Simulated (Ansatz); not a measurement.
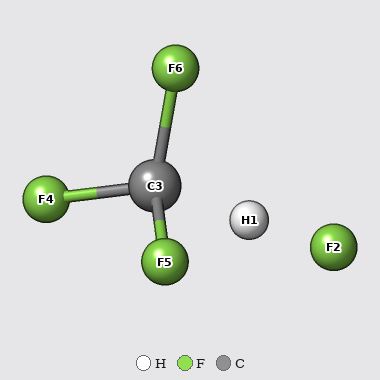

The system is the reacting system CHF₄ (fragments FH + CF₃ where the first distance is long, CHF₃ + F where the second is long), spin multiplicity 2; the picture shows the reference structure. Coordinates scanned: (1) distance H1–C3 (bond that forms); (2) distance H1–F2 (bond that breaks). Relaxed at each point: all other coordinates. Grid: 7 × 7 points. At 10 points there is no value. Points are written as (first, second). Energies: kcal/mol, counted from the lowest grid point. These are results of UKS r2SCAN0-D4/def2-SVP in Ansatz 0.2.0, not measurements.

Its coordinates:

```yaml
atoms:
  - { symbol: H, position_ang: [-0.0648, -0.7574, -0.5204] }
  - { symbol: F, position_ang: [-0.2113, -1.7257, -1.2117] }
  - { symbol: C, position_ang: [0.0462, 0.3858, 0.2705] }
  - { symbol: F, position_ang: [1.1002, 0.2348, 1.0163] }
  - { symbol: F, position_ang: [0.1685, 1.3976, -0.5358] }
  - { symbol: F, position_ang: [-1.0387, 0.4650, 0.9811] }
```

Range: distance H1–C3 (bond that forms) from 0.963 to 2.763 Å; distance H1–F2 (bond that breaks) from 0.819 to 2.019 Å.

> What landscape does the calculation give?

The lowest grid point is at (2.396 Å, 0.947 Å). The highest grid point, (0.963 Å, 0.819 Å), lies 117 kcal/mol above the lowest.

| second ↓, first → | 0.963 | 1.155 | 1.419 | 1.720 | 2.047 | 2.396 | 2.763 |
| --- | --- | --- | --- | --- | --- | --- | --- |
| 2.019 | 32 | 24 | 44 | 74 | – | – | – |
| 1.774 | 33 | 24 | 42 | 69 | 88 | – | – |
| 1.542 | 35 | 23 | 37 | 58 | 72 | 80 | – |
| 1.324 | 38 | 20 | 27 | 39 | 47 | 50 | – |
| 1.123 | 47 | 19 | 13 | 16 | 18 | 18 | – |
| 0.947 | 72 | 28 | 8 | 2 | 1 | 0 | – |
| 0.819 | 117 | 58 | 25 | 13 | 10 | 8 | – |

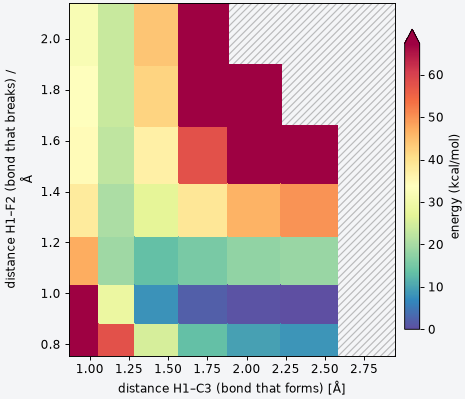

Drawn: one coloured cell a grid point, one colour for all values above the top of the scale, hatched blanks where no value was computed.

The whole map (39 points run) took 51 min on 1 thread of Arm Neoverse V1, on a shared host.
